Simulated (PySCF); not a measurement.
**Two runs on Si6H12O**

System: Si6H12O.
Method of the first run: GIAO PBE0/pcSseg-1 NMR shielding, non-relativistic, IEF-PCM chloroform (PySCF 2.14.0).

The geometry comes from this level: PBE0-D3(BJ)/def2-SVP. Text and figures count atoms from 1; the logs count them from 0 in places.

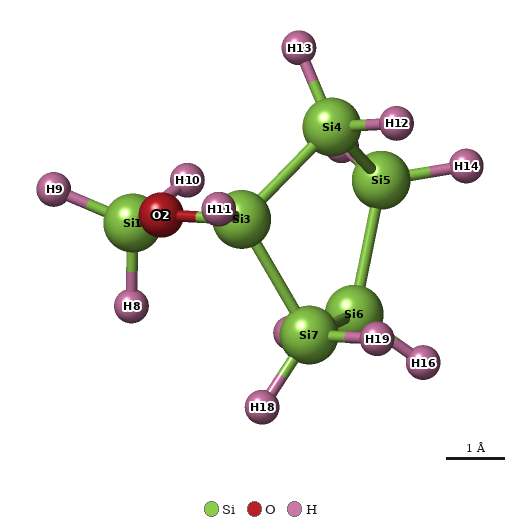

The structure as given in the input (ball-and-stick view, seen on its broad side; atoms are numbered from 1 in the order of the input). Bond lengths as drawn: H–Si 1.49 to 1.50 Å, O–Si 1.66 to 1.67 Å and Si–Si 2.35 to 2.37 Å.

### Input file, the first run
```
{"job": {"kind": "nmr", "xc": "PBE0", "basis": "pcSseg-1", "solvent": "chloroform", "pop": false}, "charge": 0, "multiplicity": 1}
Si    -2.329752     0.382578     1.326447
O     -2.218053     0.096015    -0.304713
Si    -1.065690    -0.138723    -1.492440
Si     0.286338    -1.994033    -0.952844
Si     1.702138    -1.199829     0.762157
Si     1.670225     1.159497     0.566141
Si     0.524726     1.598250    -1.444138
H     -1.991121     1.806011     1.625335
H     -3.723294     0.092933     1.762839
H     -1.374505    -0.503222     2.063545
H     -1.782654    -0.279228    -2.793841
H      1.132694    -2.312292    -2.148685
H     -0.482667    -3.214123    -0.555056
H      3.092289    -1.731604     0.605911
H      1.183590    -1.604896     2.106137
H      3.044550     1.748978     0.594960
H      0.882147     1.729504     1.705592
H     -0.045708     2.979349    -1.508478
H      1.467059     1.392990    -2.592020
```

The first line tells a small driver script what to run in PySCF; the rest is the geometry in Å.

Launched with:
```bash
OMP_NUM_THREADS=1 python <driver script> task.json out
```

Hardware: 1 CPU thread, shared host.

### Output (the first run)
```
coarse grid: 18272 points
cycle   1  E = -1818.4446514823  dE =  7.980e-02  |g| = 7.412e-01  |ddm| = 4.013e+00
cycle   2  E = -1818.2019808305  dE =  2.427e-01  |g| = 1.330e+00  |ddm| = 1.946e+00
cycle   3  E = -1818.5408259255  dE = -3.388e-01  |g| = 7.990e-02  |ddm| = 1.520e+00
cycle   4  E = -1818.5420988814  dE = -1.273e-03  |g| = 2.442e-02  |ddm| = 1.262e-01
cycle   5  E = -1818.5422422826  dE = -1.434e-04  |g| = 5.491e-03  |ddm| = 4.514e-02
cycle   6  E = -1818.5422524533  dE = -1.017e-05  |g| = 1.242e-03  |ddm| = 1.139e-02
cycle   7  E = -1818.5422529361  dE = -4.829e-07  |g| = 2.413e-04  |ddm| = 2.153e-03
final grid: 147232 points
cycle   8  E = -1818.5888042059  dE = -1.618e-05  |g| = 6.596e-03  |ddm| = 2.591e-02
cycle   9  E = -1818.5887922002  dE =  1.201e-05  |g| = 1.039e-02  |ddm| = 1.261e-02
cycle  10  E = -1818.5888109596  dE = -1.876e-05  |g| = 6.928e-04  |ddm| = 8.456e-03
cycle  11  E = -1818.5888110374  dE = -7.785e-08  |g| = 1.347e-04  |ddm| = 8.855e-04
cycle  12  E = -1818.5888110439  dE = -6.492e-09  |g| = 2.429e-05  |ddm| = 2.793e-04
cycle  13  E = -1818.5888110442  dE = -2.374e-10  |g| = 4.103e-06  |ddm| = 5.603e-05
converged SCF energy = -1818.5888110442

GIAO shielding tensors (ppm)
atom      isotropic    diamagn.    paramagn.     s11        s22        s33       span
  0 Si     385.209     878.990    -493.781    340.609    351.606    463.411    122.802
  1 O      338.380     400.582     -62.202    249.506    369.354    396.280    146.774
  2 Si     348.869     879.097    -530.229    276.077    326.190    444.340    168.263
  3 Si     464.809     881.785    -416.977    452.886    465.969    475.571     22.685
  4 Si     465.291     881.393    -416.102    460.727    464.270    470.876     10.149
  5 Si     465.574     881.801    -416.227    454.736    465.878    476.107     21.371
  6 Si     465.779     882.087    -416.308    453.684    467.360    476.292     22.608
  7 H       26.428      29.858      -3.430     23.016     25.589     30.680      7.664
  8 H       26.427      27.795      -1.368     22.768     24.136     32.376      9.607
  9 H       26.538      31.069      -4.530     22.403     27.800     29.412      7.009
 10 H       25.169      28.529      -3.360     22.010     23.523     29.974      7.963
 11 H       28.067      30.046      -1.979     24.838     25.029     34.335      9.496
 12 H       27.565      29.513      -1.948     24.152     24.558     33.986      9.834
 13 H       27.575      29.450      -1.876     23.608     24.710     34.406     10.798
 14 H       27.584      29.982      -2.398     24.436     24.782     33.534      9.098
 15 H       27.464      29.547      -2.083     23.454     24.610     34.330     10.876
 16 H       27.528      30.871      -3.343     24.369     25.184     33.032      8.664
 17 H       27.519      29.692      -2.173     24.197     24.358     34.001      9.804
 18 H       28.096      30.237      -2.142     24.779     25.242     34.266      9.487
```

The input of the second run differs as follows (lines with − go, lines with + come):
```diff
-"solvent": "chloroform"
-"pop": false
+"solvent": "acetone"
+"pop": true
```

Predict how the results change.

The total energy of the second run is 0.25 kcal/mol lower: the change of the electrostatic solvation energy at this fixed geometry, without cavity or dispersion terms. The dipole moment goes from 0.33 to 0.37 D. Of all shieldings, the largest change is that of Si3, by −0.4 ppm. The SCF takes 11 iterations against 13.

### Output (the second run)
```
coarse grid: 18272 points
cycle   1  E = -1818.4456315440  dE =  7.894e-02  |g| = 7.398e-01  |ddm| = 4.013e+00
cycle   2  E = -1818.2120221679  dE =  2.336e-01  |g| = 1.314e+00  |ddm| = 1.902e+00
cycle   3  E = -1818.5413127197  dE = -3.293e-01  |g| = 7.824e-02  |ddm| = 1.475e+00
cycle   4  E = -1818.5425139261  dE = -1.201e-03  |g| = 2.319e-02  |ddm| = 1.181e-01
cycle   5  E = -1818.5426393149  dE = -1.254e-04  |g| = 5.099e-03  |ddm| = 4.180e-02
cycle   6  E = -1818.5426480679  dE = -8.753e-06  |g| = 1.170e-03  |ddm| = 1.046e-02
final grid: 147232 points
cycle   7  E = -1818.5892007307  dE = -1.580e-05  |g| = 6.834e-03  |ddm| = 2.577e-02
cycle   8  E = -1818.5891875622  dE =  1.317e-05  |g| = 1.091e-02  |ddm| = 1.302e-02
cycle   9  E = -1818.5892079829  dE = -2.042e-05  |g| = 5.697e-04  |ddm| = 8.689e-03
cycle  10  E = -1818.5892080363  dE = -5.340e-08  |g| = 6.011e-05  |ddm| = 6.122e-04
cycle  11  E = -1818.5892080372  dE = -9.368e-10  |g| = 2.143e-05  |ddm| = 1.239e-04
converged SCF energy = -1818.5892080372

GIAO shielding tensors (ppm)
atom      isotropic    diamagn.    paramagn.     s11        s22        s33       span
  0 Si     384.943     878.986    -494.043    340.555    351.204    463.069    122.514
  1 O      338.477     400.664     -62.187    250.165    369.225    396.040    145.875
  2 Si     348.429     879.118    -530.689    275.276    325.988    444.023    168.748
  3 Si     464.608     881.773    -417.166    452.773    465.740    475.310     22.538
  4 Si     465.082     881.388    -416.306    460.462    464.082    470.701     10.239
  5 Si     465.445     881.798    -416.354    454.661    465.614    476.059     21.398
  6 Si     465.571     882.073    -416.503    453.524    467.225    475.962     22.438
  7 H       26.428      29.855      -3.427     23.020     25.584     30.679      7.659
  8 H       26.430      27.799      -1.368     22.769     24.144     32.378      9.609
  9 H       26.533      31.055      -4.522     22.402     27.794     29.403      7.002
 10 H       25.171      28.535      -3.364     22.009     23.534     29.969      7.960
 11 H       28.059      30.036      -1.976     24.832     25.020     34.326      9.494
 12 H       27.571      29.515      -1.944     24.160     24.568     33.984      9.824
 13 H       27.578      29.455      -1.878     23.617     24.713     34.403     10.786
 14 H       27.596      30.000      -2.403     24.454     24.799     33.536      9.082
 15 H       27.466      29.551      -2.085     23.459     24.613     34.326     10.868
 16 H       27.533      30.884      -3.351     24.377     25.194     33.028      8.651
 17 H       27.524      29.694      -2.169     24.205     24.369     34.000      9.795
 18 H       28.081      30.219      -2.138     24.762     25.229     34.253      9.490
```

### The two runs side by side

| quantity | the first run | the second run |
| --- | --- | --- |
| outcome | converged | converged |
| total energy (hartree) | −1818.588811 | −1818.589208 |
| HOMO (eV) | −7.26 | −7.24 |
| LUMO (eV) | −1.26 | −1.23 |
| dipole moment (D) | 0.33 | 0.37 |
| shielding of Si1 (ppm) | 385.2 | 384.9 |
| shielding of O2 (ppm) | 338.4 | 338.5 |
| shielding of Si3 (ppm) | 348.9 | 348.4 |
| shielding of Si4 (ppm) | 464.8 | 464.6 |
| shielding of Si5 (ppm) | 465.3 | 465.1 |
| shielding of Si6 (ppm) | 465.6 | 465.4 |
| shielding of Si7 (ppm) | 465.8 | 465.6 |
| SCF iterations | 13 | 11 |
| basis functions | 221 | 221 |
| wall time (shared host) | 44 s | 44 s |
